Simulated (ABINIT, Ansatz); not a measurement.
# GaAs (F-43m): changed settings of a GW run in ABINIT

A base run on GaAs (F-43m), then changed inputs.

Calculated with ABINIT 10.8.3; PBE and many-body steps on it, plane waves.

**1. Starting point**

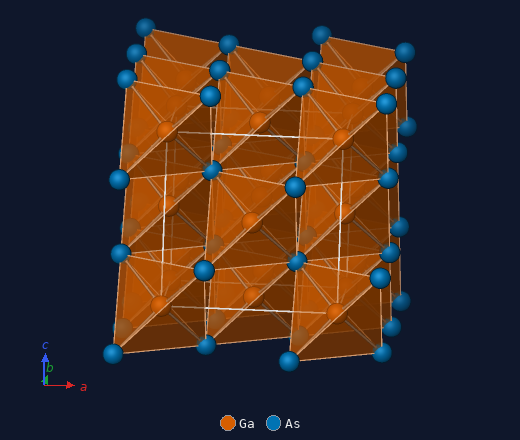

The starting structure, seen slightly off an axis (gallium orange, arsenic blue). 1×2×1 cells are drawn. This picture shows the conventional cell, with its axes. Some periodic images of atoms are drawn too.

The cell and positions come from the Crystallography Open Database and are kept as given unless a step says otherwise.

**2. Screening, 4×4×4 mesh, 77 bands, screening to 141.5 eV**

This step: ABINIT 10.8.3; RPA screening on PBE, plane waves, norm-conserving pseudopotentials.

The RPA dielectric matrix is built and inverted for each q.

run.abi

```
acell 3*1.0 Angstrom
rprim 
  0.000000000000 2.826850000000 2.826850000000
  2.826850000000 0.000000000000 2.826850000000
  2.826850000000 2.826850000000 0.000000000000
ntypat 2
znucl 31 33
natom 2
typat 1 2
xred 
  0.000000000000 0.000000000000 0.000000000000
  0.250000000000 0.250000000000 0.250000000000
pp_dirpath "pseudos"
pseudos "Ga.upf, As.upf"
ecut 45
ngkpt 4 4 4
nshiftk 1
shiftk 0 0 0
kptopt 1
chksymbreak 0
istwfk *1
occopt 1
irdwfk 1
optdriver 3
nband 77
ecuteps 5.2
inclvkb 2
awtr 1
symchi 1
indata_prefix "in"
outdata_prefix "out"
tmpdata_prefix "tmp"
```

The run is started by

```bash
> OMP_NUM_THREADS=1 mpirun -n 4 abinit run.abi > log
```

The program printed:

```text
.Version 10.8.3 of ABINIT. v10.8.2 released Aug 2026.

 Symmetries : space group F-4 3 m (#216); Bravais cF (face-center cubic)
[... echo of the input left out ...]
== DATASET  1 ==================================================================
-   mpi_nproc: 4, omp_nthreads: 1 (-1 if OMP is not activated)

--- !DatasetInfo
iteration_state: {dtset: 1, }
dimensions: {natom: 2, nkpt: 8, mband: 77, nsppol: 1, nspinor: 1, nspden: 1, mpw: 4477, }
cutoff_energies: {ecut:  45.0, pawecutdg:  -1.0, }
electrons: {nelect:   4.40000000E+01, charge:   0.00000000E+00, occopt:   1.00000000E+00, tsmear:   1.00000000E-02, }

 SCREENING: Calculation of the susceptibility and dielectric matrices

 Based on a program developped by R.W. Godby, V. Olevano, G. Onida, and L. Reining.
 Incorporated in ABINIT by V. Olevano, G.-M. Rignanese, and M. Torrent.
.Using double precision arithmetic ; gwpc =  8

[... cell and pseudopotentials left out ...]
--------------------------------------------------------------------------------

 ==== K-mesh for the wavefunctions ====
 Number of points in the irreducible wedge :     8
[... list of points left out ...]
 Together with 24 symmetry operations and time-reversal symmetry
 yields    64 points in the full Brillouin Zone.

 ==== Q-mesh for the screening function ====
 Number of points in the irreducible wedge :     8
[... list of points left out ...]
 Together with 24 symmetry operations and time-reversal symmetry
 yields    64 points in the full Brillouin Zone.

 setmesh: FFT mesh size selected  =    32x   32x   32
          total number of points  =        32768

 vcoul_init : cutoff-mode = AUXILIARY_FUNCTION
 q-points for optical limit:   1
     1)      0.000010    0.000020    0.000030

- screening: taking advantage of time-reversal symmetry
- Maximum band index for partially occupied states nbvw = 22
- Remaining bands to be divided among processors   nbcw = 55
- Number of bands treated by each node ~13

 Number of electrons calculated from density =   44.0000; Expected =   44.0000
 average of density, n =  0.144317
 r_s =    1.1827
 omega_plasma =   36.6450 [eV]

 calculating chi0 at frequencies [eV] :
  1    0.000000E+00    0.000000E+00
  2    0.000000E+00    3.664498E+01

--------------------------------------------------------------------------------
  q-point number  1        q = ( 0.000000, 0.000000, 0.000000) [r.l.u.]
--------------------------------------------------------------------------------
[... chi0 elements left out ...]
 For q-point:  0.000010 0.000020 0.000030
  dielectric constant = 140.2064
  dielectric constant without local fields = 149.5493

  Average fulfillment of the sum rule on Im[epsilon] for q-point    1 :     26.04  [%]
[... wings left out ...]
  q-point number  2        q = ( 0.250000, 0.000000, 0.000000) [r.l.u.]
--------------------------------------------------------------------------------
[... chi0 elements left out ...]
  Average fulfillment of the sum rule on Im[epsilon] for q-point    2 :     31.37  [%]

 [... 6 further q-points ...]
```

The job ended after 24 s (4 MPI ranks of Arm Neoverse V2, shared host; peak memory 1 GiB).

This step gave:

* ε∞ with local fields, on this mesh, along the program's q direction: 140.2
* the same without local fields: 149.5
* plasma frequency: 36.65 eV
* plane waves in the screening matrix: 169

Local fields lower ε∞ by 6 %. The value itself is an artefact of the mesh, where one narrow direct gap carries too much weight.

**3. Base**

The self-energy is evaluated for the states that the input lists, and the levels follow from it, in one-shot runs by the linearised quasiparticle equation.

This step: G0W0 on PBE, plane waves, norm-conserving pseudopotentials.

run.abi: that of step 2 with these lines changed.

```diff
@@ -23,8 +23,15 @@
 irdwfk 1
-optdriver 3
+optdriver 4
 nband 77
+gwcalctyp 0
+ecutsigx 45
+symsigma 1
+nkptgw 1
+kptgw 
+  0.0000000000 0.0000000000 0.0000000000
+bdgw 
+  20 26
 ecuteps 5.2
-inclvkb 2
-awtr 1
-symchi 1
+irdscr 1
+ppmodel 1
 indata_prefix "in"
```

The program printed:

```text
.Version 10.8.3 of ABINIT. v10.8.2 released Aug 2026.

 Symmetries : space group F-4 3 m (#216); Bravais cF (face-center cubic)
[... echo of the input left out ...]
== DATASET  1 ==================================================================
-   mpi_nproc: 4, omp_nthreads: 1 (-1 if OMP is not activated)

--- !DatasetInfo
iteration_state: {dtset: 1, }
dimensions: {natom: 2, nkpt: 8, mband: 77, nsppol: 1, nspinor: 1, nspden: 1, mpw: 4477, }
cutoff_energies: {ecut:  45.0, pawecutdg:  -1.0, }
electrons: {nelect:   4.40000000E+01, charge:   0.00000000E+00, occopt:   1.00000000E+00, tsmear:   1.00000000E-02, }

 SIGMA: Calculation of the GW corrections

 Based on a program developped by R.W. Godby, V. Olevano, G. Onida, and L. Reining.
 Incorporated in ABINIT by V. Olevano, G.-M. Rignanese, and M. Torrent.
.Using double precision arithmetic ; gwpc =  8

[... cell and pseudopotentials left out ...]
--------------------------------------------------------------------------------

 ==== K-mesh for the wavefunctions ====
 Number of points in the irreducible wedge :     8
[... list of points left out ...]
 Together with 24 symmetry operations and time-reversal symmetry
 yields    64 points in the full Brillouin Zone.

 ==== Q-mesh for screening function ====
 Number of points in the irreducible wedge :     8
[... list of points left out ...]
 Together with 24 symmetry operations and time-reversal symmetry
 yields    64 points in the full Brillouin Zone.

 vcoul_init : cutoff-mode = AUXILIARY_FUNCTION
 q-points for optical limit:   1
     1)      0.000010    0.000020    0.000030
 setmesh: FFT mesh size selected  =    45x   45x   45
          total number of points  =        91125

 Number of electrons calculated from density =   44.0000; Expected =   44.0000
 average of density, n =  0.144317
 r_s =    1.1827
 omega_plasma =   36.6450 [eV]

 === KS Band Gaps ===
  >>>> For spin  1
   Minimum direct gap =   0.5078 [eV], located at k-point      :   0.0000  0.0000  0.0000
   Fundamental gap    =   0.5078 [eV], Top of valence bands at :   0.0000  0.0000  0.0000
                                       Bottom of conduction at :   0.0000  0.0000  0.0000
 SIGMA fundamental parameters:
 PLASMON POLE MODEL  1
 number of plane-waves for SigmaX                 4477
 number of plane-waves for SigmaC and W            169
 number of plane-waves for wavefunctions          4477
 number of bands                                    77
 number of independent spin polarizations            1
 number of spinorial components                      1
 number of k-points in IBZ                           8
 number of q-points in IBZ                           8
 number of symmetry operations                      24
 number of k-points in BZ                           64
 number of q-points in BZ                           64
 number of frequencies for dSigma/dE                 9
 frequency step for dSigma/dE [eV]                0.25
 number of omega for Sigma on real axis              0
 max omega for Sigma on real axis  [eV]           0.00
 zcut for avoiding poles [eV]                     0.10

 EPSILON^-1 parameters (SCR file):
 dimension of the eps^-1 matrix on file            169
 dimension of the eps^-1 matrix used               169
 number of plane-waves for wavefunctions          4477
 number of bands                                    77
 number of q-points in IBZ                           8
 number of frequencies                               2
 number of real frequencies                          1
 number of imag frequencies                          1

 matrix elements of self-energy operator (all in [eV])

 Perturbative Calculation

--- !SelfEnergy_ee
iteration_state: {dtset: 1, }
kpoint     : [   0.000,    0.000,    0.000, ]
spin       : 1
KS_gap     :    0.508
QP_gap     :    1.161
Delta_QP_KS:    0.654
data: !SigmaeeData |
     Band     E0 <VxcDFT>   SigX SigC(E0)      Z dSigC/dE  Sig(E)    E-E0       E
       20   5.666 -14.357 -16.013   1.410   0.798  -0.254 -14.554  -0.197   5.470
       21   5.666 -14.357 -16.013   1.410   0.798  -0.254 -14.554  -0.197   5.470
       22   5.666 -14.357 -16.013   1.410   0.798  -0.254 -14.554  -0.197   5.470
       23   6.174 -14.700 -10.607  -3.523   0.802  -0.247 -14.243   0.457   6.631
       24   9.403 -11.528  -7.015  -4.130   0.802  -0.248 -11.221   0.307   9.710
       25   9.403 -11.528  -7.015  -4.130   0.802  -0.248 -11.221   0.307   9.710
       26   9.403 -11.528  -7.015  -4.130   0.802  -0.248 -11.221   0.307   9.710

== END DATASET(S) ==============================================================
================================================================================

 -outvars: echo values of variables after computation  --------
           etotal      0.0000000000E+00
            nband          77
             nkpt           8
          spgroup         216
 [... the other variables as echoed above ...]

 Calculation completed.
```

Elapsed: 4.4 s, on 4 MPI ranks; peak memory 0.7 GiB.

Numbers from this step:

* G0W0 gap on the points computed: 1.161 eV
* starting gap on the mesh: 0.5078 eV
* k of the valence top: 0, 0, 0
* k of the conduction bottom: 0, 0, 0
* Z at the valence top: 0.798
* Z at the conduction bottom: 0.802
* least direct G0W0 gap on the computed points: 1.161 eV

The gap on the mesh goes from 0.51 eV to 1.16 eV, a correction of +0.65 eV.

**4. Smaller part of the screening matrix**

run.abi: that of step 3 with these lines changed.

```diff
@@ -33,3 +33,3 @@
   20 26
-ecuteps 5.2
+ecuteps 2.6
 irdscr 1
```

The program printed:

```text
.Version 10.8.3 of ABINIT. v10.8.2 released Aug 2026.

 Symmetries : space group F-4 3 m (#216); Bravais cF (face-center cubic)
[... echo of the input left out ...]
== DATASET  1 ==================================================================
-   mpi_nproc: 4, omp_nthreads: 1 (-1 if OMP is not activated)

--- !DatasetInfo
iteration_state: {dtset: 1, }
dimensions: {natom: 2, nkpt: 8, mband: 77, nsppol: 1, nspinor: 1, nspden: 1, mpw: 4477, }
cutoff_energies: {ecut:  45.0, pawecutdg:  -1.0, }
electrons: {nelect:   4.40000000E+01, charge:   0.00000000E+00, occopt:   1.00000000E+00, tsmear:   1.00000000E-02, }

 SIGMA: Calculation of the GW corrections

 Based on a program developped by R.W. Godby, V. Olevano, G. Onida, and L. Reining.
 Incorporated in ABINIT by V. Olevano, G.-M. Rignanese, and M. Torrent.
.Using double precision arithmetic ; gwpc =  8

[... cell and pseudopotentials left out ...]
--------------------------------------------------------------------------------

 ==== K-mesh for the wavefunctions ====
 Number of points in the irreducible wedge :     8
[... list of points left out ...]
 Together with 24 symmetry operations and time-reversal symmetry
 yields    64 points in the full Brillouin Zone.

 ==== Q-mesh for screening function ====
 Number of points in the irreducible wedge :     8
[... list of points left out ...]
 Together with 24 symmetry operations and time-reversal symmetry
 yields    64 points in the full Brillouin Zone.

 vcoul_init : cutoff-mode = AUXILIARY_FUNCTION
 q-points for optical limit:   1
     1)      0.000010    0.000020    0.000030
 setmesh: FFT mesh size selected  =    45x   45x   45
          total number of points  =        91125

 Number of electrons calculated from density =   44.0000; Expected =   44.0000
[...]
number of q-points in BZ                           64
 number of frequencies for dSigma/dE                 9
 frequency step for dSigma/dE [eV]                0.25
 number of omega for Sigma on real axis              0
 max omega for Sigma on real axis  [eV]           0.00
 zcut for avoiding poles [eV]                     0.10

 EPSILON^-1 parameters (SCR file):
 dimension of the eps^-1 matrix on file            169
 dimension of the eps^-1 matrix used                59
 number of plane-waves for wavefunctions          4477
 number of bands                                    77
 number of q-points in IBZ                           8
 number of frequencies                               2
 number of real frequencies                          1
 number of imag frequencies                          1

 matrix elements of self-energy operator (all in [eV])

 Perturbative Calculation

--- !SelfEnergy_ee
iteration_state: {dtset: 1, }
kpoint     : [   0.000,    0.000,    0.000, ]
spin       : 1
KS_gap     :    0.508
QP_gap     :    1.145
Delta_QP_KS:    0.637
data: !SigmaeeData |
     Band     E0 <VxcDFT>   SigX SigC(E0)      Z dSigC/dE  Sig(E)    E-E0       E
       20   5.666 -14.357 -16.013   1.481   0.800  -0.250 -14.497  -0.141   5.526
       21   5.666 -14.357 -16.013   1.481   0.800  -0.250 -14.497  -0.141   5.526
       22   5.666 -14.357 -16.013   1.481   0.800  -0.250 -14.497  -0.141   5.526
       23   6.174 -14.700 -10.607  -3.474   0.803  -0.245 -14.203   0.497   6.671
       24   9.403 -11.528  -7.015  -4.128   0.802  -0.246 -11.219   0.309   9.713
       25   9.403 -11.528  -7.015  -4.128   0.802  -0.246 -11.219   0.309   9.713
       26   9.403 -11.528  -7.015  -4.128   0.802  -0.246 -11.219   0.309   9.713

== END DATASET(S) ==============================================================
================================================================================

 -outvars: echo values of variables after computation  --------
           etotal      0.0000000000E+00
            nband          77
             nkpt           8
          spgroup         216
 [... the other variables as echoed above ...]

 Calculation completed.
```

Run time: 3.4 s. Hardware: 4 MPI ranks; peak memory 0.63 GiB; 13 s of CPU time.

This step gave:

```yaml
g0w0_gap_on_the_points_computed: 1.145 eV
starting_gap_on_the_mesh: 0.5078 eV
k_of_the_valence_top: 0, 0, 0
k_of_the_conduction_bottom: 0, 0, 0
z_at_the_valence_top: 0.8
z_at_the_conduction_bottom: 0.803
least_direct_g0w0_gap_on_the_computed_points: 1.145 eV
```

**5. Unknown plasmon-pole model**

run.abi: that of step 4 with these lines changed.

```diff
@@ -33,5 +33,5 @@
   20 26
-ecuteps 2.6
+ecuteps 5.2
 irdscr 1
-ppmodel 1
+ppmodel 7
 indata_prefix "in"
```

The program printed:

```text
.Version 10.8.3 of ABINIT. v10.8.2 released Aug 2026.

 Symmetries : space group F-4 3 m (#216); Bravais cF (face-center cubic)
================================================================================
 Values of the parameters that define the memory need of the present run
     intxc =       0    ionmov =       0      iscf =       7    lmnmax =       6
     lnmax =       6     mgfft =      48  mpssoang =       3    mqgrid =    3001
     natom =       2  nloc_mem =       1    nspden =       1   nspinor =       1
    nsppol =       1      nsym =      24    n1xccc =    2501    ntypat =       2
    occopt =       1   xclevel =       2
-    mband =          77        mffmem =           1         mkmem =           2
       mpw =        4477          nfft =      110592          nkpt =           8
================================================================================
  Rough estimation (10% accuracy) of disk space for files :
================================================================================

--------------------------------------------------------------------------------
------------- Echo of variables that govern the present computation ------------
--------------------------------------------------------------------------------
 -outvars: echo values of preprocessed input variables --------
            acell      1.8897261259E+00  1.8897261259E+00  1.8897261259E+00 Bohr

             bdgw          20      26
      chksymbreak           0
             ecut      4.50000000E+01 Hartree
          ecuteps      5.20000000E+00 Hartree
         ecutsigx      4.50000000E+01 Hartree
          ecutwfn      4.50000000E+01 Hartree
-          fftalg         312
           irdscr           1
           irdwfk           1

              ixc     -101130
[...]
pspatm : epsatm=   21.85474337
         --- l  ekb(1:nproj) -->
[...]
pspatm: atomic psp has been read  and splines computed

- As Generated using ONCVPSP code by D. R. Hamann
- 33.00000  23.00000  171031                  znucl, zion, pspdat
12 -101130 2 -1 1358                          pspcod,pspxc,lmax,lloc,mmax
     nproj     2     2     2
  pspatm : epsatm=   24.77333152
         --- l  ekb(1:nproj) -->
[...]
1   -6.723548   -2.113112
             2  -10.105298   -4.355719
 pspatm: atomic psp has been read  and splines computed

   2.05163530E+03                                ecore*ucvol(ha*bohr**3)
--------------------------------------------------------------------------------

 ==== K-mesh for the wavefunctions ====
 Number of points in the irreducible wedge :     8
 Reduced coordinates and weights :

     1)     0.00000000E+00  0.00000000E+00  0.00000000E+00       0.01563
     2)     2.50000000E-01  0.00000000E+00  0.00000000E+00       0.12500
     3)     5.00000000E-01  0.00000000E+00  0.00000000E+00       0.06250
[...]
Together with 24 symmetry operations and time-reversal symmetry
 yields    64 points in the full Brillouin Zone.

 ==== Q-mesh for screening function ====
 Number of points in the irreducible wedge :     8
 Reduced coordinates and weights :

[...]
7)     5.00000000E-01  5.00000000E-01  0.00000000E+00       0.04688
     8)    -2.50000000E-01  5.00000000E-01  2.50000000E-01       0.09375

 Together with 24 symmetry operations and time-reversal symmetry
 yields    64 points in the full Brillouin Zone.

 vcoul_init : cutoff-mode = AUXILIARY_FUNCTION
 q-points for optical limit:   1
     1)      0.000010    0.000020    0.000030
 setmesh: FFT mesh size selected  =    45x   45x   45
          total number of points  =        91125

 Number of electrons calculated from density =   44.0000; Expected =   44.0000
 average of density, n =  0.144317
 r_s =    1.1827
 omega_plasma =   36.6450 [eV]

--- !BUG
message: |
    Wrong ppm%model: 7

--- !BUG
message: |
    Wrong ppm%model: 7

--- from the log ---
Wrong ppm%model: 7
```

It took 2.6 s on 4 MPI ranks; peak memory 0.19 GiB.

The run stopped with an error after 2.6 s.

The program's words: Wrong ppm%model: 7

The fault put into this input: unknown plasmon-pole model.

**6. Side by side**

Times are wall times on 4 MPI ranks of Arm Neoverse V2, shared host, good to a factor of about two. A run's time includes the screening step that it read.

| run | mesh | bands | screening cutoff (eV) | DFT gap (eV) | gap on the mesh (eV) | direct (eV) | ε∞ used | time |
| --- | --- | --- | --- | --- | --- | --- | --- | --- |
| base | 4×4×4 | 77 | 141.5 | 0.508 | 1.161 | 1.161 | 140.21 | 29 s |
| smaller part of the screening matrix | 4×4×4 | 77 | 70.7 | 0.508 | 1.145 | 1.145 | 140.21 | 27 s |

**7. Results**

```yaml
base: 1.161 eV
smaller_part_of_the_screening_matrix: 1.145 eV
known_limits: not at the basis limit; screening runs away on this mesh; no spin-orbit coupling; coarse k mesh
```

What this shows: Smaller part of the screening matrix: −0.016 eV against base (keys changed: ecuteps). Bands and cutoff are finite, so the gap is not at the basis limit. The miss can reach some tenths of an eV and take either sign; the mesh is an error of its own. In the G0W0 runs levels were corrected at 1 k point alone, so a gap called «on the mesh» is the least over those, and an edge elsewhere would be missed. The 4×4×4 mesh is coarse for this cell, which bears on the long-range parts of exchange and screening. For the PBE start: On this mesh the RPA ε∞ passes 90, more than nearly any semiconductor shows; a coarse mesh does this where one point with a narrow direct gap carries much weight. The screening is then too strong, and the G0W0 gap should not be taken as the material's. The many-body steps are scalar-relativistic: spin-orbit coupling is not in them.

[Paths, hosts, dates, memory and timing lines, banners, echoed tables and standing remarks are left out of the program output.]

[Logs are printed without paths, hosts, clocks, repeated set-up lines and the standing remarks that a program may print on its own settings, such as how far it seeks lower states.]

[Runs of the session that timed out or met a known fault of the program may be left out.]

[Hosts, paths, dates, database ids (printed as entryN), source tags and the programs' standing remarks are cut or masked in the printed files.]

[G0W0 gaps are taken among the corrected bands and points alone; a level outside them can change the order at an edge.]

[Where Ansatz stands beside ABINIT at settings called matched, ABINIT's density can come from a denser mesh and the files from another edition; pairs whose starting gaps differed by over 0.03 eV were left out, so agreement reads better than it is.]
